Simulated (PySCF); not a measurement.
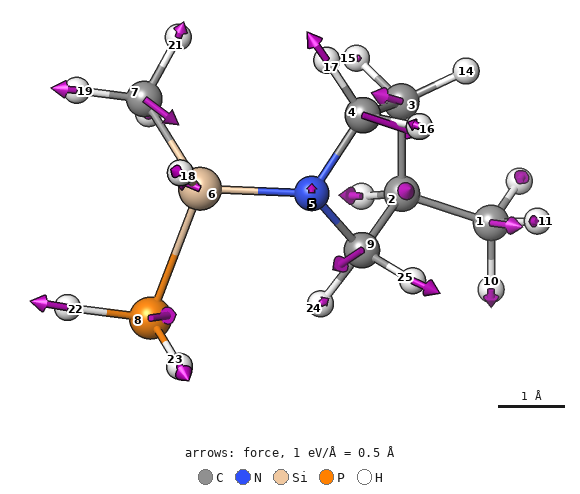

Starting geometry of C6H16NPSi with the computed forces as purple arrows. Style: ball-and-stick. Shown at a tilt.

The start comes from GFN2-xTB. Its atoms were then displaced at random by about 0.01 Å.

All numbers below come from PBE0-D3(BJ)/def2-SVP geometry optimisation, gas phase (PySCF 2.14.0, density-fitted response routines). 

Question: What follows when this structure is relaxed?

Answer: It isn't relaxed: the largest force vector, on a C atom, is 2.11 eV/Å. The final displacements have little in common with the starting forces (cosine between the two patterns −0.06). Over 42 geometry steps the energy falls by 37.5 kJ/mol. The largest move after the best rigid fit is that of an H atom, 3.15 Å. Largest moves by element: H 3.15 Å, C 1.55 Å, P 1.41 Å, N 0.94 Å, Si 0.37 Å. Near-neighbour distances that change, for instance: H–P 1.375 → 1.430 Å, C–C 1.579 → 1.525 Å, C–Si 1.920 → 1.873 Å, C–H 1.069 → 1.107 Å. Bond angles that change, for instance: N–Si–C 116.4° → 110.6°, C–N–C 105.1° → 110.7°, C–C–H 108.2° → 113.1°. Groups turn about C–C by about 65°, C–C by about 45°. Cost: 12 min on 1 thread of Intel(R) Xeon(R) 6975P-C, on a shared host.
